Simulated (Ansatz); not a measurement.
# Calculations on CH5BrF2Si

Part 1: Relaxation

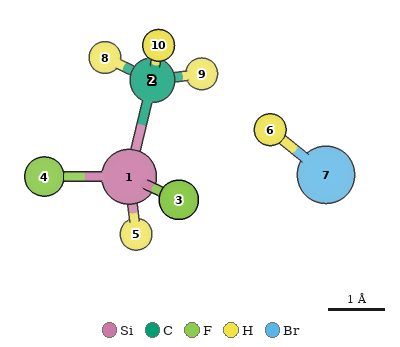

CH5BrF2Si, before the relaxation. A ball-and-stick model, seen at a tilt.

The run prepares an end point of a later path (reaction) calculation, from a guessed geometry.

All numbers below come from RKS r2SCAN/def2-SVP in Ansatz.

Input
```yaml
crystal:
  periodic: [false, false, false]
  atoms:
    - { symbol: Si, position_ang: [-0.486033, -0.961197, -0.095038] }
    - { symbol: C, position_ang: [0.637498, 0.185664, 0.851526] }
    - { symbol: F, position_ang: [-0.08393, -0.915847, -1.664418] }
    - { symbol: F, position_ang: [-0.161305, -2.467748, 0.397553] }
    - { symbol: H, position_ang: [-1.939557, -0.737396, 0.041727] }
    - { symbol: H, position_ang: [0.223588, 1.411696, -1.146871] }
    - { symbol: Br, position_ang: [-0.859343, 2.293495, -1.62022] }
    - { symbol: H, position_ang: [0.646261, -0.143199, 1.908819] }
    - { symbol: H, position_ang: [0.347598, 1.247714, 0.848155] }
    - { symbol: H, position_ang: [1.675323, 0.086918, 0.478568] }
basis:
  gaussian: { orbitals: def2-SVP }
hamiltonian:
  xc: r2scan
relax:
  f_tol: 0.03
  max_steps: 50
```

Command:
```bash
ansatz run input.yaml --threads 4 --pin off --max-ram 5120MiB --backend cpu --events-out ev --progress --plain --runs-dir out
```

Question: Where does the relaxation end?

Answer: Over 10 accepted moves (11 points after the start) the energy falls by 26.5 kJ/mol. Largest force component: 0.83 eV/Å at the start, 0.013 eV/Å at the end. The line search rejected the trial step at point 10 of the run. H6 moves most after the best rigid fit: 1.10 Å. Largest moves by element: H 1.10 Å, Br 0.41 Å, F 0.32 Å, C 0.26 Å, Si 0.14 Å. Near-neighbour distances that change, for instance: H6–Br7 1.475 → 1.429 Å, Si1–C2 1.864 → 1.841 Å, Si1–F3 1.621 → 1.635 Å, C2–H10 1.107 → 1.102 Å. Among the angles between lasting bonds that change: Si1–C2–H9 115.7° → 110.6°, Si1–C2–H8 107.9° → 111.1°, C2–Si1–F4 107.3° → 110.3°. Cost: 50 s on 4 threads of Arm Neoverse N1, with other jobs on the host, peak memory 0.21 GiB.

Step by step:

| step | E − E(0), kJ/mol | largest force component, eV/Å | note |
| --- | --- | --- | --- |
| 0 | 0.00 | 0.8309 |  |
| 1 | -10.28 | 0.2528 |  |
| 2 | -14.28 | 0.1750 |  |
| 3 | -18.02 | 0.1284 |  |
| 4 | -19.36 | 0.6840 |  |
| 5 | -23.77 | 0.1402 |  |
| 6 | -25.28 | 0.2497 |  |
| 7 | -26.02 | 0.1191 |  |
| 8 | -26.25 | 0.1029 |  |
| 9 | -26.47 | 0.0415 |  |
| 10 | -26.46 | 0.1553 | rejected |
| 11 | -26.51 | 0.0129 |  |

Final geometry:

```xyz
10

Si   -0.4021   -0.9616    0.0117
C     0.6916    0.0688    1.0757
F    -0.0857   -0.6200   -1.5552
F    -0.0429   -2.5283    0.1890
H    -1.8593   -0.8024    0.2133
H    -0.3486    1.3246   -2.0846
Br   -0.7285    2.6598   -1.7439
H     0.5229   -0.1447    2.1430
H     0.5031    1.1401    0.9033
H     1.7496   -0.1362    0.8475
```

The end point in the same view:

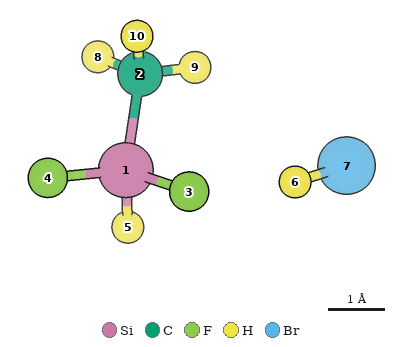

Part 2: Relaxation

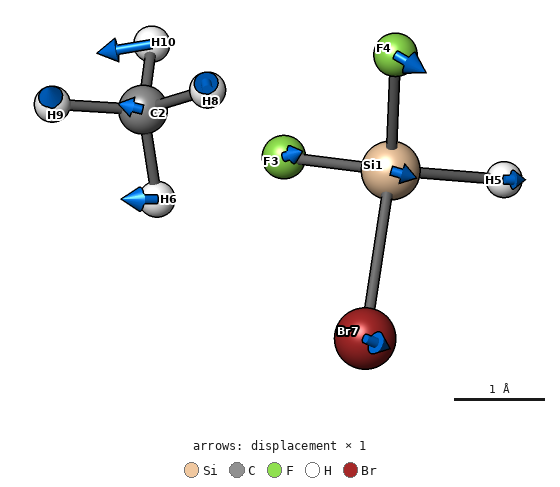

This is a relaxation of CH5BrF2Si. The starting structure is drawn; blue arrows show the displacements, at their true length. The two geometries are superimposed by the best rigid fit.

Style: ball-and-stick. Shown at a tilt.

The run prepares an end point of a later path (reaction) calculation, from a guessed geometry.

Theory: Ansatz 0.2.0, RKS r2SCAN/def2-SVP. (no spin polarisation; force threshold 0.03 eV/Å; at most 50 steps)

### Atoms of which element are displaced furthest, and by how much?

Hydrogen: up to 0.64 Å, against 0.43 Å for fluorine.

### Describe the change and its energy.

The energy falls by 0.184 eV in 14 accepted moves (16 points after the start). Largest force component: 1 eV/Å at the start, 0.01 eV/Å at the end. The line search rejected the trial steps at points 11, 12 of the run. The forces were under the threshold at step 5, but the run went on from there. The largest move after the best rigid fit is that of H10, 0.64 Å. Largest moves by element: H 0.64 Å, F 0.43 Å, Br 0.39 Å, Si 0.32 Å, C 0.30 Å. Some distances before and after: Si1–Br7 2.274 → 2.192 Å, C2–H6 1.084 → 1.098 Å. Among the angles between lasting bonds that change: H5–Si1–Br7 109.0° → 111.6°, F3–Si1–F4 109.8° → 107.6°. Cost: 68 s on 4 threads of Arm Neoverse N1, with other jobs on the host, peak memory 0.21 GiB.

Limits of the set-up: the start holds two separate molecules, 2.5 Å apart at their closest, whose relative position is a soft coordinate and is computed without a dispersion correction.

Part 3: Path

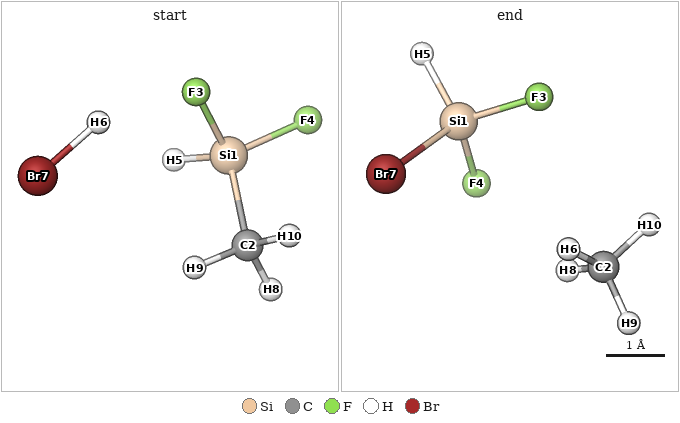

The two relaxed end points of a path for CH$_{5}$BrF$_{2}$Si. A ball-and-stick model, seen at a tilt.

Method: Ansatz 0.2.0, RKS r2SCAN/def2-SVP.

Run with 7 movable images; climbing image; force threshold 0.03 eV/Å; iteration limit 60.

Start:
```xyz
10

Si   -0.3999   -0.9626   -0.0029
C     0.6765    0.0602    1.0858
F    -0.0628   -0.6055   -1.5620
F    -0.0394   -2.5300    0.1646
H    -1.8601   -0.8086    0.1801
H    -0.3231    1.3434   -2.0767
Br   -0.7109    2.6744   -1.7287
H     0.4937   -0.1637    2.1486
H     0.4879    1.1326    0.9208
H     1.7381   -0.1402    0.8702
```

End:
```xyz
10

Si   -1.4185   -0.9441   -0.8608
C     1.4272    0.8196    0.8577
F     0.1007   -1.0771   -1.3684
F    -1.4272   -1.2164    0.7248
H    -2.2537   -1.9499   -1.5356
H     1.0904    1.4282    0.0076
Br   -2.1360    1.0909   -1.2453
H     0.5613    0.3480    1.3414
H     1.9454    1.4610    1.5827
H     2.1103    0.0398    0.4959
```

**What barrier does the band find between them, and by what path?**

The highest point, image 4, lies 160.0 kJ/mol above the start and 234.0 kJ/mol above the end; the end is at −74.0 kJ/mol relative to the start. Breaking: H6–Br7 (1.43 → 1.87 at the top → 3.48 Å), Si1–C2 (1.84 → 2.08 at the top → 3.76 Å). Forming: C2–H6 (3.56 → 1.28 at the top → 1.10 Å), Si1–Br7 (4.04 → 2.64 at the top → 2.19 Å). The band converged in 16 iterations, with a climbing image at the top. At the top, the vibrational analysis gives one imaginary mode (523i cm⁻¹), as a transition state must have.

Energies of the converged images:

```tsv
image	path (Å)	E (kJ/mol)
0	0.00	0.0
1	0.85	6.2
2	1.69	23.6
3	2.54	63.5
4	3.38	160.0
5	4.60	47.7
6	5.82	-53.0
7	7.04	-71.7
8	8.26	-74.0
```

The geometry at the top of the path:

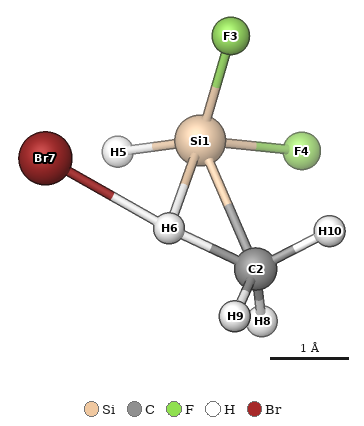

The run took 7.4 min on 4 threads of Arm Neoverse N1, on a shared host, peak memory 0.23 GiB.
